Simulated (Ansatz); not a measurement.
# TiHO (quartet): wB97M-V, B2PLYP over vertical spin and charge gaps, def2-QZVPP

Aim: run TiHO (quartet) with these functionals over vertical spin and charge gaps, and hold them against the top wave-function level at the same points.

Program: Ansatz 0.2.0, Gaussian basis. Level of theory: def2-QZVPP, all electrons in the functionals, frozen cores in the correlation of double hybrids and RPA. These are calculated values, not measurements.

Plan: wB97M-V, B2PLYP, at charge 0, quartet; charge 0, doublet; charge 0, sextet; charge 1, triplet; charge 1, quintet.

### Step 1. The system

The geometry is a PBE0/def2-TZVP stationary point (not a proven minimum).

3 atoms, charge 0, spin multiplicity 4.

Atoms are counted from 1 here; the program's logs count them from 0.

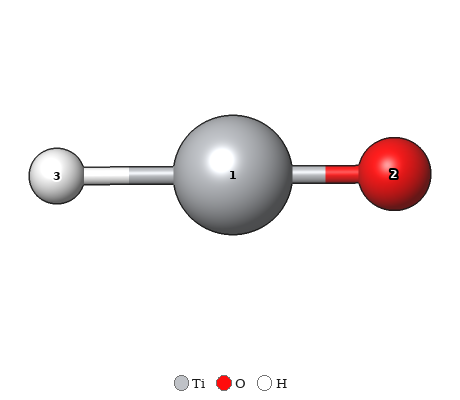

The geometry (titanium light grey, oxygen red, hydrogen white); atoms are numbered from 1 in the order of the file.

As a file:

```xyz
3
HOTi
Ti    0.0000    0.0000   -0.0502
O     0.0000    0.0000   -1.7517
H     0.0000    0.0000    1.8020
```

No dispersion term is added; wB97M-V holds VV10 nonlocal correlation.

The geometry shown and the zero of energy belong to the point charge 0, quartet. The yardstick, UCCSD(T), and other wave-function levels (R restricted, U unrestricted, valence and pair active spaces) come from earlier runs.

### Step 2. wB97M-V, charge 0, quartet

in.yaml

```yaml
crystal:
  periodic: [false, false, false]
  atoms:
    - {symbol: Ti, position_ang: [0.000000, 0.000000, -0.050233]}
    - {symbol: O, position_ang: [0.000000, 0.000000, -1.751733]}
    - {symbol: H, position_ang: [0.000000, 0.000000, 1.801967]}
basis:
  gaussian: {orbitals: "def2-QZVPP.json"}
magnetization: {spin_polarized: true, initial_magnetization: 3}
hamiltonian: {xc: {name: wB97M-V}}
output: {orbitals: {seedname: orbitals}}
```

Command:

```console
ansatz run in.yaml --threads 2 --pin off --events-out ev --progress --plain --max-ram 24576MiB --backend cuda --devices 0, --max-vram 18GiB
```

What it wrote (excerpt; [...] marks lines left out):

```text
Functional definition: wB97M-V
  name "wB97M-V"
  cite "Mardirossian & Head-Gordon, J. Chem. Phys. 144, 214110 (2016) doi:10.1063/1.4952647"
  cite "Becke, J. Chem. Phys. 107, 8554 (1997) doi:10.1063/1.475007"
  cite "Vydrov & Van Voorhis, J. Chem. Phys. 133, 244103 (2010) doi:10.1063/1.3521275"
  # Of w^i u^j: cxij and so on, Table III.
[...]
  gx(w, u) = 1 - cx + cx01*u + cx10*w
  gss(w, u) = css00 + css04*u^4 + css10*w + css20*w^2 + css43*w^4*u^3
  gos(w, u) = cos00 + cos10*w + (cos20 + cos21*u)*w^2 + (cos60 + cos61*u)*w^6
[...]
      + integral(e_c_pw_mod_opposite_spin*gos(b97_w_opposite, b97_u_opposite)) + vv10(b, c)
779 factors; their error is unknown
159 factors; integrals over basis functions are off by at most 1.0e-4 eV
[...]
mean field -25173.73840531 eV, -925.1178230226 hartree, gradient 4.1e-6 eV, S^2 3.759834; 2 other end points of the search recorded, 0 dependent functions left out
reference -25173.73846310 eV, -925.1178251463 hartree; 17, 14 occupied and 163, 166 virtual orbitals, 779 factors
Total energy: -25173.73846310 eV, -925.1178251463 hartree
```

Run time: 12 s. Hardware: 1 × H100 (card shared with other runs) with 2 threads of AMD EPYC 7R13, shared host; peak host memory 0.97 GiB.

From the report: ⟨S²⟩ of the determinant 3.760 (pure quartet: 3.75).

### Step 3. wB97M-V, charge 0, doublet

in.yaml, as its differences from that of step 2:

```diff
@@ -8,3 +8,3 @@
   gaussian: {orbitals: "def2-QZVPP.json"}
-magnetization: {spin_polarized: true, initial_magnetization: 3}
+magnetization: {spin_polarized: true, initial_magnetization: 1}
 hamiltonian: {xc: {name: wB97M-V}}
```

Launched as before.

What it wrote (excerpt; [...] marks lines left out):

```text
Functional definition: wB97M-V
  name "wB97M-V"
  cite "Mardirossian & Head-Gordon, J. Chem. Phys. 144, 214110 (2016) doi:10.1063/1.4952647"
  cite "Becke, J. Chem. Phys. 107, 8554 (1997) doi:10.1063/1.475007"
  cite "Vydrov & Van Voorhis, J. Chem. Phys. 133, 244103 (2010) doi:10.1063/1.3521275"
  # Of w^i u^j: cxij and so on, Table III.
[...]
  gx(w, u) = 1 - cx + cx01*u + cx10*w
  gss(w, u) = css00 + css04*u^4 + css10*w + css20*w^2 + css43*w^4*u^3
  gos(w, u) = cos00 + cos10*w + (cos20 + cos21*u)*w^2 + (cos60 + cos61*u)*w^6
[...]
      + integral(e_c_pw_mod_opposite_spin*gos(b97_w_opposite, b97_u_opposite)) + vv10(b, c)
779 factors; their error is unknown
159 factors; integrals over basis functions are off by at most 1.0e-4 eV
[...]
mean field -25176.44310326 eV, -925.2172188386 hartree, gradient 6.7e-5 eV, S^2 0.759647; 1 other end points of the search recorded, 0 dependent functions left out
reference -25176.44316479 eV, -925.2172210998 hartree; 16, 15 occupied and 164, 165 virtual orbitals, 779 factors
Total energy: -25176.44316479 eV, -925.2172210998 hartree
```

Wall time 7 s (1 × H100 (card shared with other runs) with 2 threads of AMD EPYC 7R13, shared host); peak host memory 0.95 GiB.

From the report: ⟨S²⟩ of the determinant 0.760 (pure doublet: 0.75).

From charge 0, quartet: -2.705 eV.

### Step 4. wB97M-V, charge 0, sextet

in.yaml, as its differences from that of step 3:

```diff
@@ -8,3 +8,3 @@
   gaussian: {orbitals: "def2-QZVPP.json"}
-magnetization: {spin_polarized: true, initial_magnetization: 1}
+magnetization: {spin_polarized: true, initial_magnetization: 5}
 hamiltonian: {xc: {name: wB97M-V}}
```

Launched as before.

What it wrote (excerpt; [...] marks lines left out):

```text
Functional definition: wB97M-V
  name "wB97M-V"
  cite "Mardirossian & Head-Gordon, J. Chem. Phys. 144, 214110 (2016) doi:10.1063/1.4952647"
  cite "Becke, J. Chem. Phys. 107, 8554 (1997) doi:10.1063/1.475007"
  cite "Vydrov & Van Voorhis, J. Chem. Phys. 133, 244103 (2010) doi:10.1063/1.3521275"
  # Of w^i u^j: cxij and so on, Table III.
[...]
  gx(w, u) = 1 - cx + cx01*u + cx10*w
  gss(w, u) = css00 + css04*u^4 + css10*w + css20*w^2 + css43*w^4*u^3
  gos(w, u) = cos00 + cos10*w + (cos20 + cos21*u)*w^2 + (cos60 + cos61*u)*w^6
[...]
      + integral(e_c_pw_mod_opposite_spin*gos(b97_w_opposite, b97_u_opposite)) + vv10(b, c)
779 factors; their error is unknown
159 factors; integrals over basis functions are off by at most 1.0e-4 eV
[...]
mean field -25169.96983015 eV, -924.9793304398 hartree, gradient 5.9e-6 eV, S^2 8.753362; 8 other end points of the search recorded, 0 dependent functions left out
reference -25169.96988880 eV, -924.9793325952 hartree; 18, 13 occupied and 162, 167 virtual orbitals, 779 factors
Total energy: -25169.96988880 eV, -924.9793325952 hartree
```

Run time: 25 s. Hardware: 1 × H100 (card shared with other runs) with 2 threads of AMD EPYC 7R13, shared host; peak host memory 0.98 GiB.

From the report: ⟨S²⟩ of the determinant 8.753 (pure sextet: 8.75).

From charge 0, quartet: +3.769 eV.

### Step 5. wB97M-V, charge 1, triplet

in.yaml, as its differences from that of step 4:

```diff
@@ -8,3 +8,4 @@
   gaussian: {orbitals: "def2-QZVPP.json"}
-magnetization: {spin_polarized: true, initial_magnetization: 5}
+total_charge: 1
+magnetization: {spin_polarized: true, initial_magnetization: 2}
 hamiltonian: {xc: {name: wB97M-V}}
```

The command is unchanged.

What it wrote (excerpt; [...] marks lines left out):

```text
Functional definition: wB97M-V
  name "wB97M-V"
  cite "Mardirossian & Head-Gordon, J. Chem. Phys. 144, 214110 (2016) doi:10.1063/1.4952647"
  cite "Becke, J. Chem. Phys. 107, 8554 (1997) doi:10.1063/1.475007"
  cite "Vydrov & Van Voorhis, J. Chem. Phys. 133, 244103 (2010) doi:10.1063/1.3521275"
  # Of w^i u^j: cxij and so on, Table III.
[...]
  gx(w, u) = 1 - cx + cx01*u + cx10*w
  gss(w, u) = css00 + css04*u^4 + css10*w + css20*w^2 + css43*w^4*u^3
  gos(w, u) = cos00 + cos10*w + (cos20 + cos21*u)*w^2 + (cos60 + cos61*u)*w^6
[...]
      + integral(e_c_pw_mod_opposite_spin*gos(b97_w_opposite, b97_u_opposite)) + vv10(b, c)
779 factors; their error is unknown
159 factors; integrals over basis functions are off by at most 1.0e-4 eV
[...]
mean field -25166.77587545 eV, -924.8619547693 hartree, gradient 4.7e-5 eV, S^2 2.020687; 3 other end points of the search recorded, 0 dependent functions left out
reference -25166.77592339 eV, -924.8619565311 hartree; 16, 14 occupied and 164, 166 virtual orbitals, 779 factors
Total energy: -25166.77592339 eV, -924.8619565311 hartree
```

Run time: 11 s. Hardware: 1 × H100 (card shared with other runs) with 2 threads of AMD EPYC 7R13, shared host; peak host memory 0.96 GiB.

From the report: ⟨S²⟩ of the determinant 2.021 (pure triplet: 2.00).

From charge 0, quartet: +6.963 eV.

### Step 6. wB97M-V, charge 1, quintet

in.yaml, as its differences from that of step 5:

```diff
@@ -9,3 +9,3 @@
 total_charge: 1
-magnetization: {spin_polarized: true, initial_magnetization: 2}
+magnetization: {spin_polarized: true, initial_magnetization: 4}
 hamiltonian: {xc: {name: wB97M-V}}
```

The command is unchanged.

What it wrote (excerpt; [...] marks lines left out):

```text
Functional definition: wB97M-V
  name "wB97M-V"
  cite "Mardirossian & Head-Gordon, J. Chem. Phys. 144, 214110 (2016) doi:10.1063/1.4952647"
  cite "Becke, J. Chem. Phys. 107, 8554 (1997) doi:10.1063/1.475007"
  cite "Vydrov & Van Voorhis, J. Chem. Phys. 133, 244103 (2010) doi:10.1063/1.3521275"
  # Of w^i u^j: cxij and so on, Table III.
[...]
  gx(w, u) = 1 - cx + cx01*u + cx10*w
  gss(w, u) = css00 + css04*u^4 + css10*w + css20*w^2 + css43*w^4*u^3
  gos(w, u) = cos00 + cos10*w + (cos20 + cos21*u)*w^2 + (cos60 + cos61*u)*w^6
[...]
      + integral(e_c_pw_mod_opposite_spin*gos(b97_w_opposite, b97_u_opposite)) + vv10(b, c)
779 factors; their error is unknown
159 factors; integrals over basis functions are off by at most 1.0e-4 eV
[...]
mean field -25163.84240212 eV, -924.7541516128 hartree, gradient 7.5e-6 eV, S^2 6.004122; 8 other end points of the search recorded, 0 dependent functions left out
reference -25163.84244890 eV, -924.7541533320 hartree; 17, 13 occupied and 163, 167 virtual orbitals, 779 factors
Total energy: -25163.84244890 eV, -924.7541533320 hartree
```

It took 19 s on 1 × H100 (card shared with other runs) with 2 threads of AMD EPYC 7R13, shared host; peak host memory 0.98 GiB.

From the report: ⟨S²⟩ of the determinant 6.004 (pure quintet: 6.00).

From charge 0, quartet: +9.896 eV.

### Step 7. B2PLYP, charge 0, quartet

in.yaml

```yaml
crystal:
  periodic: [false, false, false]
  atoms:
    - {symbol: Ti, position_ang: [0.000000, 0.000000, -0.050233]}
    - {symbol: O, position_ang: [0.000000, 0.000000, -1.751733]}
    - {symbol: H, position_ang: [0.000000, 0.000000, 1.801967]}
basis:
  gaussian: {orbitals: "def2-QZVPP.json"}
magnetization: {spin_polarized: true, initial_magnetization: 3}
hamiltonian: {xc: {name: B2PLYP}}
correlation: {electrons: outside_noble_gas}
```

Same command.

What it wrote (excerpt; [...] marks lines left out):

```text
Functional definition: B2PLYP
  name "B2PLYP"
  cite "Grimme, J. Chem. Phys. 124, 034108 (2006) doi:10.1063/1.2148954"
  cite "Becke, Phys. Rev. A 38, 3098 (1988) doi:10.1103/PhysRevA.38.3098"
  cite "Lee, Yang & Parr, Phys. Rev. B 37, 785 (1988) doi:10.1103/PhysRevB.37.785"
[...]
1162 factors; integrals over basis functions are off by at most 1.7e-3 eV
[...]
mean field -25165.22343093 eV, -924.8049034857 hartree, gradient 5.6e-6 eV, S^2 3.756734; 6 other end points of the search recorded, 0 dependent functions left out
10 core orbitals not correlated: weight in the atoms' cores, before any rotation towards them, 0.983 or more for the frozen orbitals, at most 0.014 for the correlated occupied ones
reference -25165.22357129 eV, -924.8049086436 hartree; 7, 4 occupied and 163, 166 virtual orbitals, 1162 factors
second order -10.70172956 eV of doubles, -0.00000000 eV of singles
Total energy: -25168.11303827 eV, -924.9110945966 hartree
```

Wall time 15 s (1 × H100 (card shared with other runs) with 2 threads of AMD EPYC 7R13, shared host); peak host memory 0.96 GiB.

From the report: ⟨S²⟩ of the determinant 3.757 (pure quartet: 3.75).

### Step 8. B2PLYP, charge 0, doublet

in.yaml, as its differences from that of step 7:

```diff
@@ -8,3 +8,3 @@
   gaussian: {orbitals: "def2-QZVPP.json"}
-magnetization: {spin_polarized: true, initial_magnetization: 3}
+magnetization: {spin_polarized: true, initial_magnetization: 1}
 hamiltonian: {xc: {name: B2PLYP}}
```

The command is unchanged.

What it wrote (excerpt; [...] marks lines left out):

```text
Functional definition: B2PLYP
  name "B2PLYP"
  cite "Grimme, J. Chem. Phys. 124, 034108 (2006) doi:10.1063/1.2148954"
  cite "Becke, Phys. Rev. A 38, 3098 (1988) doi:10.1103/PhysRevA.38.3098"
  cite "Lee, Yang & Parr, Phys. Rev. B 37, 785 (1988) doi:10.1103/PhysRevB.37.785"
[...]
1162 factors; integrals over basis functions are off by at most 1.7e-3 eV
[...]
mean field -25167.22456530 eV, -924.8784438173 hartree, gradient 3.3e-6 eV, S^2 0.772300; 0 other end points of the search recorded, 0 dependent functions left out
10 core orbitals not correlated: weight in the atoms' cores, before any rotation towards them, 0.988 or more for the frozen orbitals, at most 0.010 for the correlated occupied ones
reference -25167.22470970 eV, -924.8784491238 hartree; 6, 5 occupied and 164, 165 virtual orbitals, 1162 factors
second order -14.73591398 eV of doubles, -0.00000000 eV of singles
Total energy: -25171.20340647 eV, -925.0246635334 hartree
```

It took 5 s on 1 × H100 (card shared with other runs) with 2 threads of AMD EPYC 7R13, shared host; peak host memory 0.96 GiB.

From the report: ⟨S²⟩ of the determinant 0.772 (pure doublet: 0.75).

From charge 0, quartet: -3.090 eV.

### Step 9. B2PLYP, charge 0, sextet

in.yaml, as its differences from that of step 8:

```diff
@@ -8,3 +8,3 @@
   gaussian: {orbitals: "def2-QZVPP.json"}
-magnetization: {spin_polarized: true, initial_magnetization: 1}
+magnetization: {spin_polarized: true, initial_magnetization: 5}
 hamiltonian: {xc: {name: B2PLYP}}
```

Launched as before.

What it wrote (excerpt; [...] marks lines left out):

```text
Functional definition: B2PLYP
  name "B2PLYP"
  cite "Grimme, J. Chem. Phys. 124, 034108 (2006) doi:10.1063/1.2148954"
  cite "Becke, Phys. Rev. A 38, 3098 (1988) doi:10.1103/PhysRevA.38.3098"
  cite "Lee, Yang & Parr, Phys. Rev. B 37, 785 (1988) doi:10.1103/PhysRevB.37.785"
[...]
1162 factors; integrals over basis functions are off by at most 1.7e-3 eV
[...]
mean field -25161.80466135 eV, -924.6792660207 hartree, gradient 4.8e-9 eV, S^2 8.755640; 9 other end points of the search recorded, 0 dependent functions left out
10 core orbitals not correlated: weight in the atoms' cores, before any rotation towards them, 0.979 or more for the frozen orbitals, at most 0.018 for the correlated occupied ones
reference -25161.80480440 eV, -924.6792712777 hartree; 8, 3 occupied and 162, 167 virtual orbitals, 1162 factors
second order -9.26147144 eV of doubles, -0.00000000 eV of singles
Total energy: -25164.30540168 eV, -924.7711665331 hartree
```

Run time: 14 s. Hardware: 1 × H100 (card shared with other runs) with 2 threads of AMD EPYC 7R13, shared host; peak host memory 0.97 GiB.

From the report: ⟨S²⟩ of the determinant 8.756 (pure sextet: 8.75).

From charge 0, quartet: +3.808 eV.

### Step 10. B2PLYP, charge 1, triplet

in.yaml, as its differences from that of step 9:

```diff
@@ -8,3 +8,4 @@
   gaussian: {orbitals: "def2-QZVPP.json"}
-magnetization: {spin_polarized: true, initial_magnetization: 5}
+total_charge: 1
+magnetization: {spin_polarized: true, initial_magnetization: 2}
 hamiltonian: {xc: {name: B2PLYP}}
```

Launched as before.

What it wrote (excerpt; [...] marks lines left out):

```text
Functional definition: B2PLYP
  name "B2PLYP"
  cite "Grimme, J. Chem. Phys. 124, 034108 (2006) doi:10.1063/1.2148954"
  cite "Becke, Phys. Rev. A 38, 3098 (1988) doi:10.1103/PhysRevA.38.3098"
  cite "Lee, Yang & Parr, Phys. Rev. B 37, 785 (1988) doi:10.1103/PhysRevB.37.785"
[...]
1162 factors; integrals over basis functions are off by at most 1.7e-3 eV
[...]
mean field -25157.95594625 eV, -924.5378283496 hartree, gradient 2.0e-6 eV, S^2 2.073495; 6 other end points of the search recorded, 0 dependent functions left out
10 core orbitals not correlated: weight in the atoms' cores, before any rotation towards them, 0.986 or more for the frozen orbitals, at most 0.011 for the correlated occupied ones
reference -25157.95607982 eV, -924.5378332581 hartree; 6, 4 occupied and 164, 166 virtual orbitals, 1162 factors
second order -13.14384579 eV of doubles, -0.00000000 eV of singles
Total energy: -25161.50491818 eV, -924.6682506625 hartree
```

Run time: 14 s. Hardware: 1 × H100 (card shared with other runs) with 2 threads of AMD EPYC 7R13, shared host; peak host memory 0.96 GiB.

From the report: ⟨S²⟩ of the determinant 2.073 (pure triplet: 2.00).

From charge 0, quartet: +6.608 eV.

### Step 11. B2PLYP, charge 1, quintet

in.yaml, as its differences from that of step 10:

```diff
@@ -9,3 +9,3 @@
 total_charge: 1
-magnetization: {spin_polarized: true, initial_magnetization: 2}
+magnetization: {spin_polarized: true, initial_magnetization: 4}
 hamiltonian: {xc: {name: B2PLYP}}
```

Same command.

What it wrote (excerpt; [...] marks lines left out):

```text
Functional definition: B2PLYP
  name "B2PLYP"
  cite "Grimme, J. Chem. Phys. 124, 034108 (2006) doi:10.1063/1.2148954"
  cite "Becke, Phys. Rev. A 38, 3098 (1988) doi:10.1103/PhysRevA.38.3098"
  cite "Lee, Yang & Parr, Phys. Rev. B 37, 785 (1988) doi:10.1103/PhysRevB.37.785"
[...]
1162 factors; integrals over basis functions are off by at most 1.7e-3 eV
[...]
mean field -25155.86860841 eV, -924.4611200990 hartree, gradient 5.4e-9 eV, S^2 6.006699; 10 other end points of the search recorded, 0 dependent functions left out
10 core orbitals not correlated: weight in the atoms' cores, before any rotation towards them, 0.983 or more for the frozen orbitals, at most 0.016 for the correlated occupied ones
reference -25155.86874126 eV, -924.4611249810 hartree; 7, 3 occupied and 163, 167 virtual orbitals, 1162 factors
second order -8.70717929 eV of doubles, -0.00000000 eV of singles
Total energy: -25158.21967967 eV, -924.5475203740 hartree
```

It took 17 s on 1 × H100 (card shared with other runs) with 2 threads of AMD EPYC 7R13, shared host; peak host memory 0.97 GiB.

From the report: ⟨S²⟩ of the determinant 6.007 (pure quintet: 6.00).

From charge 0, quartet: +9.893 eV.

### Step 12. The comparison

No level is safe as a reference over these points; UCCSD(T) serves as a yardstick only. It comes from earlier runs at the same points. Energies in eV, counted from charge 0, quartet; blanks weren't run or aren't comparable.

| level | quartet to doublet | quartet to sextet | ionisation to the triplet cation | ionisation to the quintet cation |
| --- | --- | --- | --- | --- |
| UCCSD(T) | -3.078 | 3.902 | 6.657 | 9.913 |
| wB97M-V | -2.705 | 3.769 | 6.963 | 9.896 |
| B2PLYP | -3.090 | 3.808 | 6.608 | 9.893 |

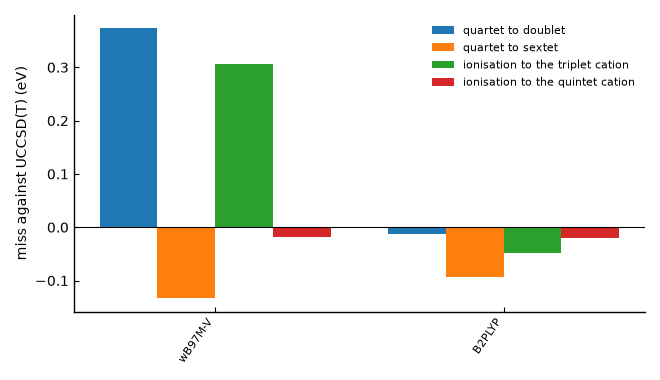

Misses of the gaps against UCCSD(T).

Largest miss and mean time a point (UCCSD(T) took 90 s a point; shared hosts):

| level | largest miss (eV) | where | time a point |
| --- | --- | --- | --- |
| wB97M-V | +0.373 | quartet to doublet | 15 s |
| B2PLYP | -0.094 | quartet to sextet | 13 s |

### Step 13. Outcome

| quantity | value |
| --- | --- |
| quartet to doublet, UCCSD(T) | -3.078 eV |
| quartet to sextet, UCCSD(T) | 3.902 eV |
| ionisation to the triplet cation, UCCSD(T) | 6.657 eV |
| ionisation to the quintet cation, UCCSD(T) | 9.913 eV |
| largest miss, wB97M-V | +0.373 eV (quartet to doublet) |
| largest miss, B2PLYP | -0.094 eV (quartet to sextet) |

In words: Of the functionals, B2PLYP keep the smallest largest miss at the points compared (at most 0.094 eV) and wB97M-V strays most (0.373 eV, at quartet to doublet). Functionals and the yardstick converge differently with the basis, so part of each miss in def2-QZVPP is the basis. The yardstick itself may be off where one determinant is a poor start.
